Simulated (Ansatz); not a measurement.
# Pressure series in W

Base system: W in the bcc (W type) structure (space group Im-3m, No. 229).

```yaml
crystal:
  lattice:
    - [-1.58492, 1.58492, 1.58492]
    - [1.58492, -1.58492, 1.58492]
    - [1.58492, 1.58492, -1.58492]
  atoms:
    - { symbol: W, position: [0.00000, 0.00000, 0.00000] }
```

Cell and atoms are relaxed at each pressure.

Computed with Kohn–Sham DFT with the r2SCAN functional, run in Ansatz (a first-principles code) with PAW and 500 eV plane waves, no spin-orbit coupling, earlier PAW set.

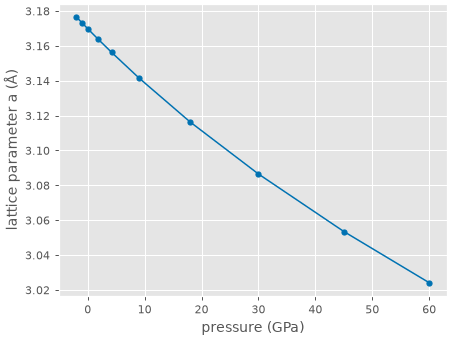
Figure. Lattice parameter a against pressure

From the plot, what is the lattice parameter a for pressure 60 GPa?

About 3.02 Å.

Is the trend monotonic over the range shown?

Yes, it falls throughout, spanning 3.024 Å to 3.177 Å.

Load acts through the strain it causes; cell and atoms are relaxed under it. Whether these cells are dynamically stable was not tested. No other phases were tried under pressure. The final runs are not spin-polarised.
